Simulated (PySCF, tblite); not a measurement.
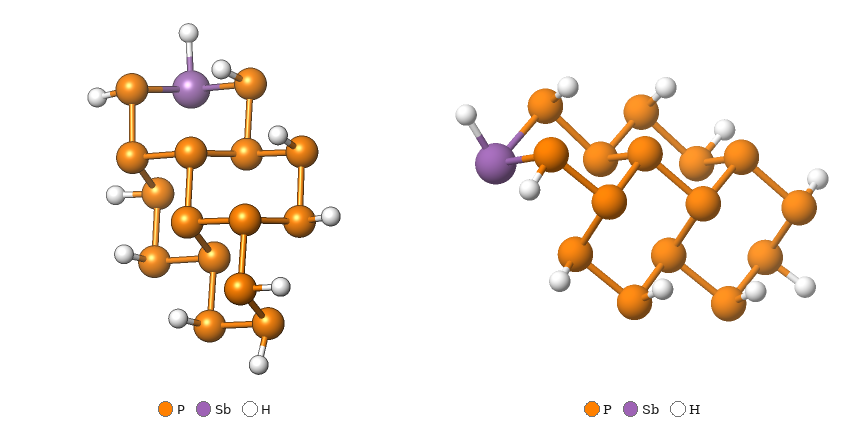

The same structure drawn twice, from different directions.

Computed geometry: GFN2-xTB optimisation. No frequency run is at hand to confirm it as a minimum.

Description:

It has 26 atoms: 10 hydrogen, 15 phosphorus and 1 antimony (H10P15Sb). This geometry has C1 symmetry. Coordination: 15 P trigonal pyramidal; 1 Sb trigonal pyramidal.

More results for the same structure follow; atom numbers are the same in all pictures, views and colours differ.

### Geometry

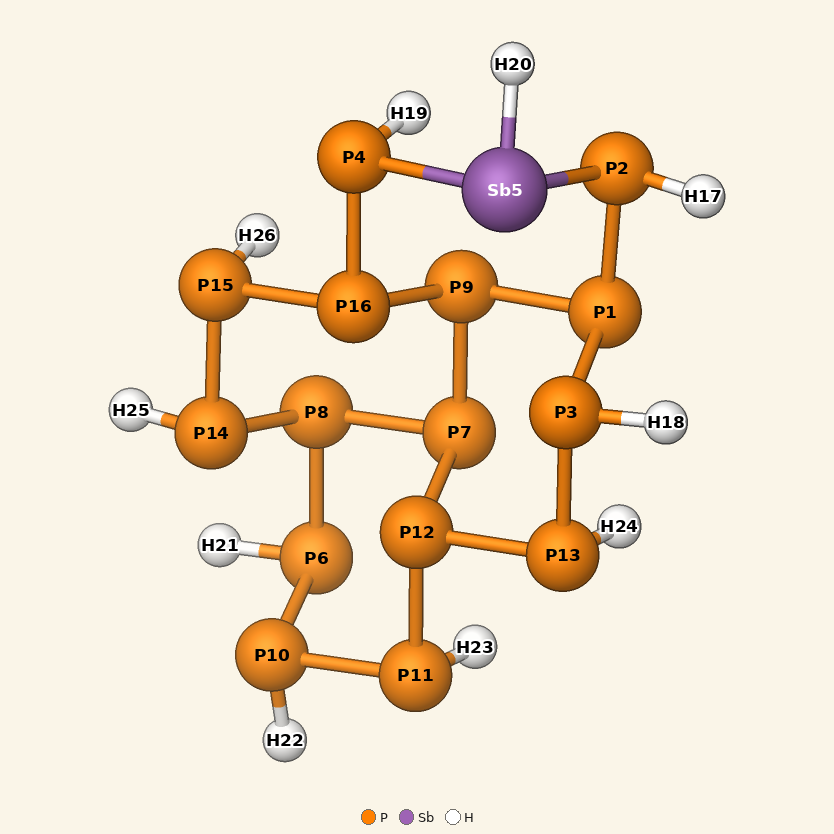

Atoms carry their numbers in the input. No frequency run is at hand to confirm it as a minimum.

Give the bond lengths. Leave out bonds to hydrogen.

| bond | length (Å) |
| --- | --- |
| P1–P2 | 2.172 |
| P1–P3 | 2.210 |
| P1–P9 | 2.196 |
| P2–Sb5 | 2.533 |
| P3–P13 | 2.179 |
| P4–Sb5 | 2.524 |
| P4–P16 | 2.197 |
| P6–P8 | 2.192 |
| P6–P10 | 2.192 |
| P7–P8 | 2.200 |
| P7–P9 | 2.198 |
| P7–P12 | 2.230 |
| P8–P14 | 2.208 |
| P9–P16 | 2.226 |
| P10–P11 | 2.189 |
| P11–P12 | 2.196 |
| P12–P13 | 2.194 |
| P14–P15 | 2.180 |
| P15–P16 | 2.192 |

### Charges

The questions are on Mulliken charges. No frequency run is at hand to confirm it as a minimum. Method: CAM-B3LYP/def2-SVP, gas phase, core potentials on Sb (PySCF 2.14.0).

Which atom carries the highest charge (most positive or least negative)?

Answer. Sb5 (0.27 e).

And the lowest?

Answer. P16 (−0.11 e).

List the Mulliken charges.

```tsv
atom	value (e)
P1	−0.09
P2	−0.04
P3	0.00
P4	−0.03
Sb5	0.27
P6	0.03
P7	−0.04
P8	−0.08
P9	−0.03
P10	0.00
P11	0.03
P12	−0.09
P13	0.05
P14	0.04
P15	0.05
P16	−0.11
H17	0.00
H18	0.01
H19	0.02
H20	−0.08
H21	0.00
H22	0.01
H23	0.02
H24	0.02
H25	0.01
H26	0.02
```

### Electronic properties

No frequency run is at hand to confirm it as a minimum. Properties computed with CAM-B3LYP/def2-SVP, gas phase, core potentials on Sb (PySCF 2.14.0). Excitations: vertical, linear response.

Predict the main results.

- dipole moment: 0.75 D
- HOMO energy (Kohn–Sham orbital): −7.53 eV
- LUMO energy (Kohn–Sham orbital): −0.91 eV
- HOMO–LUMO gap: 6.62 eV
- mean static polarisability: 373.7 bohr³
- lowest vertical singlet excitation: 4.05 eV
- its oscillator strength: 0.017
- brightest of the 6 lowest singlets: 4.41 eV
- its oscillator strength: 0.06

### Ring current

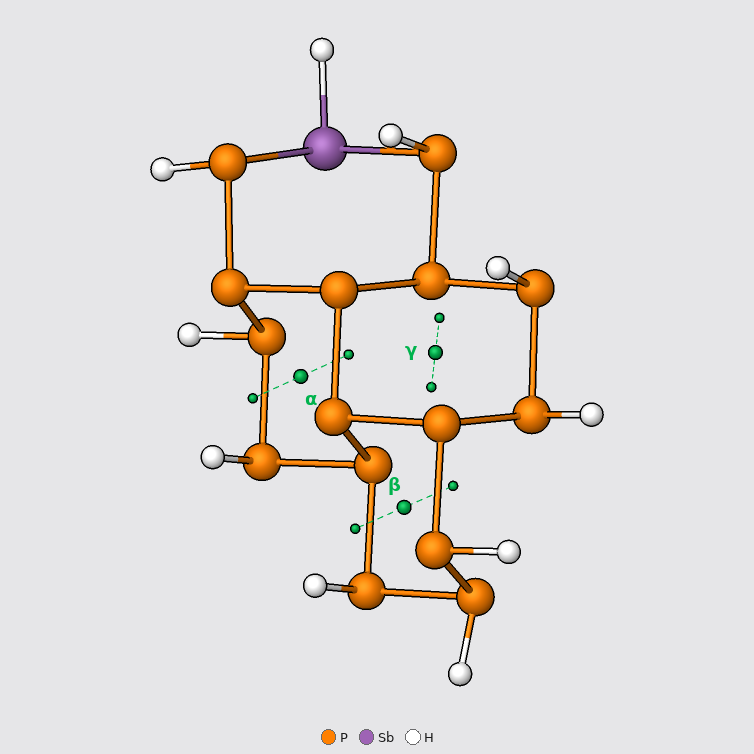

The small points mark where nucleus-independent chemical shifts (NICS) were computed: at the centre of each lettered ring and 1 Å above and below it. No frequency run is at hand to confirm it as a minimum. Properties computed with GIAO KT3/pcSseg-1 (def2-SVP on Sb) NMR shielding, non-relativistic, gas phase, but for def2 core potentials on Sb (PySCF 2.14.0).

Give NICS(0), NICS(1) and the out-of-plane component NICS(1)zz for each ring (means of the two sides).

```csv
ring,members,NICS(0),NICS(1),NICS(1)zz
α,P6,−2.3,−1.9,4.7
β,P6,−2.7,−2.3,4.0
γ,P6,−2.3,−2.0,4.2
```

Values in ppm.

What do the values say about the ring currents?

Answer. Ring α: weak, as in a non-aromatic ring. Ring β: weak, as in a non-aromatic ring. Ring γ: weak, as in a non-aromatic ring. NICS is one index among several.

Mulliken values depend strongly on the basis set and can even reverse the polarity of a bond. The geometry is semi-empirical. Around P, Sb such bond lengths and angles can be off by a tenth of an ångström or more and by several degrees, and values that hang on the shape move with them.
